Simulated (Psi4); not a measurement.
**TPSSh/def2-SVP (core potential) run of HfH4O4 (SMILES O[Hf](O)(O)O)**

What is the vertical singlet–triplet gap of HfH4O4 at TPSSh/def2-SVP (core potential)? 

The results are computed with Psi4 1.11.

10 further runs of the same task are left out: 8 that didn't finish, 2 set aside as unsound or not needed.

## 1. The system as given

The species is HfH4O4 (9 atoms), meant as a singlet with charge 0. As SMILES, `O[Hf](O)(O)O`. Geometry: relaxed at PBE0-D4/def2-TZVP. This is one conformer, not always the lowest.

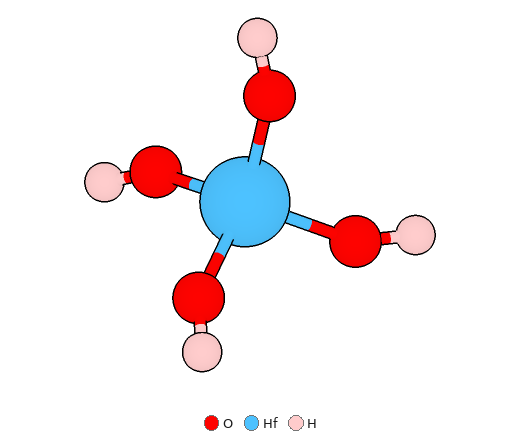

Viewed from a chosen angle; oxygen red, hafnium blue, hydrogen pink.

## 2. A single-point energy at TPSSh/def2-SVP (core potential)

Contents of input.inp:

```
memory 2200 mb

molecule geom {
  0 1
  O
  Hf 1 1.934836
  O 2 1.934844 1 109.72882
  O 2 1.934846 1 109.34389 3 119.92069
  O 2 1.934852 1 109.34144 4 120.15769
  H 1 0.950876 2 155.65261 3 -99.00518
  H 3 0.950883 2 155.64124 1 -99.07291
  H 4 0.95088 2 155.65326 1 -141.01142
  H 5 0.950879 2 155.63379 1 -20.81999
  symmetry c1
  no_reorient
  no_com
}

set basis def2-SVP
set puream true
set e_convergence 1e-09
set d_convergence 1e-08
set scf_type pk
set dft_radial_points 99
set dft_spherical_points 590

e_tot, wfn = energy("tpssh", return_wfn=True)
oeprop(wfn, "QUADRUPOLE", "WIBERG_LOWDIN_INDICES", "MULLIKEN_CHARGES")
```

Launch:

```sh
$ psi4 -i input.inp -o input.out -n 1
```

input.out:

```text
[...]
  Running in c1 symmetry.
[...]
  Nuclear repulsion =  209.799067473132112
[...]
  Multiplicity = 1
[...]
  Nalpha       = 24
  Nbeta        = 24
[...]
    Number of basis functions: 108
[...]
   @RKS iter   1:  -350.54264794847046   -5.38572e-01   1.33771e-02 DIIS/ADIIS
[...]
   @RKS iter  11:  -351.32998680192361   -3.27987e-11   4.22486e-09 DIIS
[...]
    Orbital Energies [Eh]
    ---------------------
    Doubly Occupied:
       1A    -19.033359     2A    -19.033257     3A    -19.033255
       4A    -19.033251     5A     -2.414699     6A     -1.278821
       7A     -1.278819     8A     -1.278745     9A     -0.913746
      10A     -0.899186    11A     -0.898837    12A     -0.898832
      13A     -0.470411    14A     -0.453202    15A     -0.453198
      16A     -0.453061    17A     -0.316859    18A     -0.315330
      19A     -0.291875    20A     -0.291870    21A     -0.290936
      22A     -0.274208    23A     -0.269576    24A     -0.269573
[...]
  @RKS Final Energy:  -351.32998680192361
   => Energetics <=
    Nuclear Repulsion Energy =            209.7990674731321121
    One-Electron Energy =                -916.0060866300906355
    Two-Electron Energy =                 392.8315038238736747
    DFT Exchange-Correlation Energy =     -37.9544714688388041
    Empirical Dispersion Energy =           0.0000000000000000
    VV10 Nonlocal Energy =                  0.0000000000000000
    Total Energy =                       -351.3299868019236101
[...]
 Multipole Moments:
 ------------------------------------------------------------------------------------
     Multipole            Electronic (a.u.)      Nuclear  (a.u.)        Total (a.u.)
 ------------------------------------------------------------------------------------
 L = 1.  Multiply by 2.5417464519 to convert [e a0] to [Debye]
 Dipole X            :          0.0002925           -0.0003780           -0.0000856
 Dipole Y            :          0.0001997           -0.0005161           -0.0003164
 Dipole Z            :          0.0000608           -0.0003335           -0.0002727
 Magnitude           :                                                    0.0004263
 L = 2.  Multiply by 1.3450342976 to convert [e a0^2] to [Debye ang]
 Quadrupole XX       :       -212.1997878          182.7758113          -29.4239765
 Quadrupole XY       :          0.0018871           -0.0013265            0.0005606
[...]
  Mulliken Charges: (a.u.)
   Center  Symbol    Alpha    Beta     Spin     Total
       1     O     4.23608  4.23608  0.00000 -0.47216
       2    HF     5.44308  5.44308  0.00000  1.11384
       3     O     4.23608  4.23608  0.00000 -0.47217
       4     O     4.23608  4.23608  0.00000 -0.47217
       5     O     4.23608  4.23608  0.00000 -0.47217
       6     H     0.40315  0.40315  0.00000  0.19370
       7     H     0.40315  0.40315  0.00000  0.19371
       8     H     0.40315  0.40315  0.00000  0.19370
       9     H     0.40315  0.40315  0.00000  0.19371
   Total alpha = 24.00000, Total beta = 24.00000, Total charge = -0.00000
[...]
```

Run time: 33 s. Hardware: 1 thread of Intel Xeon 6975P-C (Granite Rapids), shared host; peak memory 1 GiB.

## 3. The triplet: energy and gradient at UTPSSh/def2-SVP (core potential)

Contents of run.py:

```python
import psi4

psi4.set_memory(2200000000)
psi4.set_num_threads(1)
psi4.core.set_output_file('h4hfo4.out', False)

mol = psi4.geometry("""
0 3
O
Hf 1 1.934836
O 2 1.934844 1 109.72882
O 2 1.934846 1 109.34389 3 119.92069
O 2 1.934852 1 109.34144 4 120.15769
H 1 0.950876 2 155.65261 3 -99.00518
H 3 0.950883 2 155.64124 1 -99.07291
H 4 0.95088 2 155.65326 1 -141.01142
H 5 0.950879 2 155.63379 1 -20.81999
symmetry c1
""")

psi4.set_options({
    'basis': 'def2-SVP',
    'reference': 'uks',
    'puream': True,
    'e_convergence': 1e-09,
    'd_convergence': 1e-08,
    'scf_type': 'pk',
    'dft_radial_points': 99,
    'dft_spherical_points': 590,
    'maxiter': 100,
})

e, wfn = psi4.gradient('tpssh', return_wfn=True)
psi4.oeprop(wfn, 'LOWDIN_CHARGES', 'MULLIKEN_CHARGES', 'QUADRUPOLE', title='TPSSH')
print('gradient / Eh bohr^-1')
print(e.np.round(6))
print(f'energy = {wfn.energy():.10f} Eh')
for k, v in sorted(psi4.core.scalar_variables().items()):
    print(f'{k:45s} {v:18.10f}')
```

Launch:

```sh
$ python run.py
```

h4hfo4.out:

```text
[...]
    !!!  WARNING: ECP capability is in beta. Please check occupations closely.  !!!
[...]
  Running in c1 symmetry.
[...]
  Nuclear repulsion =  209.799067473132112
[...]
  Multiplicity = 3
[...]
  Nalpha       = 25
  Nbeta        = 23
[...]
    Number of basis functions: 108
[...]
   @UKS iter   1:  -350.42188363370980   -3.87295e-01   1.16321e-02 ADIIS/DIIS
[...]
   @UKS iter  30:  -351.07821356978258   -4.54747e-12   7.52142e-09 DIIS
[...]
   @S^2 Observed:                2.007385720E+00
[...]
  @UKS Final Energy:  -351.07821356978258
   => Energetics <=
    Nuclear Repulsion Energy =            209.7990674731321121
    One-Electron Energy =                -913.3108496114602985
    Two-Electron Energy =                 390.1828727136162911
    DFT Exchange-Correlation Energy =     -37.7493041450707238
    Empirical Dispersion Energy =           0.0000000000000000
    VV10 Nonlocal Energy =                  0.0000000000000000
    Total Energy =                       -351.0782135697825765
[...]
  -Total Gradient:
     Atom            X                  Y                   Z
    ------   -----------------  -----------------  -----------------
       1        0.010463587496     0.003158658283     0.000705097770
       2        0.000013477823    -0.004766952471    -0.003343858603
       3       -0.010468285335     0.001744650837     0.002740815881
       4        0.000538917381    -0.003652802764     0.006622164428
       5       -0.000551458778     0.005004744887    -0.005680303367
       6       -0.009442877892    -0.001981677056     0.021472308039
       7        0.009444524631     0.019534970347    -0.009123158419
       8       -0.018114095234    -0.004384559731    -0.013996884665
       9        0.018116006802    -0.014654047255     0.000606025816
[...]
 Multipole Moments:
 ------------------------------------------------------------------------------------
     Multipole            Electronic (a.u.)      Nuclear  (a.u.)        Total (a.u.)
 ------------------------------------------------------------------------------------
 L = 1.  Multiply by 2.5417464519 to convert [e a0] to [Debye]
 Dipole X            :          0.0004930           -0.0003780            0.0001150
 Dipole Y            :          0.0068770           -0.0005161            0.0063609
 Dipole Z            :          0.0046230           -0.0003335            0.0042895
 Magnitude           :                                                    0.0076729
 L = 2.  Multiply by 1.3450342976 to convert [e a0^2] to [Debye ang]
 Quadrupole XX       :       -216.2048038          182.7758113          -33.4289925
 Quadrupole XY       :          0.0050453           -0.0013265            0.0037188
[...]
```

On the terminal:

```text
gradient / Eh bohr^-1
[[ 1.0464e-02  3.1590e-03  7.0500e-04]
 [ 1.3000e-05 -4.7670e-03 -3.3440e-03]
 [-1.0468e-02  1.7450e-03  2.7410e-03]
 [ 5.3900e-04 -3.6530e-03  6.6220e-03]
 [-5.5100e-04  5.0050e-03 -5.6800e-03]
 [-9.4430e-03 -1.9820e-03  2.1472e-02]
 [ 9.4450e-03  1.9535e-02 -9.1230e-03]
 [-1.8114e-02 -4.3850e-03 -1.3997e-02]
 [ 1.8116e-02 -1.4654e-02  6.0600e-04]]
energy = -351.0782135698 Eh
CURRENT ENERGY                                   -351.0782135698
CURRENT REFERENCE ENERGY                         -351.0782135698
DD SOLVATION ENERGY                                 0.0000000000
DFT FUNCTIONAL TOTAL ENERGY                      -351.0782135698
DFT TOTAL ENERGY                                 -351.0782135698
DFT VV10 ENERGY                                     0.0000000000
DFT XC ENERGY                                     -37.7493041451
GRID ELECTRONS ALPHA                               25.0000043004
GRID ELECTRONS BETA                                23.0000019601
GRID ELECTRONS TOTAL                               48.0000062605
NUCLEAR REPULSION ENERGY                          209.7990674731
ONE-ELECTRON ENERGY                              -913.3108496115
PCM POLARIZATION ENERGY                             0.0000000000
PE ENERGY                                           0.0000000000
SCF ITERATION ENERGY                             -351.0782135698
SCF ITERATIONS                                     30.0000000000
SCF TOTAL ENERGY                                 -351.0782135698
TWO-ELECTRON ENERGY                               390.1828727136
XC GRID RADIAL POINTS                              99.0000000000
XC GRID SPHERICAL POINTS                          590.0000000000
XC GRID TOTAL POINTS                           504294.0000000000
```

It took 2.2 min on 1 thread of Intel Xeon 6975P-C (Granite Rapids), shared host; peak memory 1 GiB.

## 4. What came out

Level: TPSSh/def2-SVP (core potential).

```
                                        quantity          value
                           singlet: total energy  -351.32999 Eh
                          singlet: dipole moment         0.00 D
                            singlet: HOMO energy       -7.34 eV
                            singlet: LUMO energy        0.02 eV
                          singlet: HOMO–LUMO gap        7.35 eV
                           triplet: total energy  -351.07821 Eh
                          triplet: dipole moment         0.02 D
     triplet: HOMO energy (highest over α and β)       -1.38 eV
                                   triplet: ⟨S²⟩          2.007
               triplet: largest force on an atom     1.211 eV/Å
vertical energy of the triplet above the singlet       6.851 eV
```

At this shape the triplet lies 6.85 eV (158 kcal/mol) above the singlet. Mulliken charges (triplet) run from -0.30 on O1 to +0.42 on Hf2.
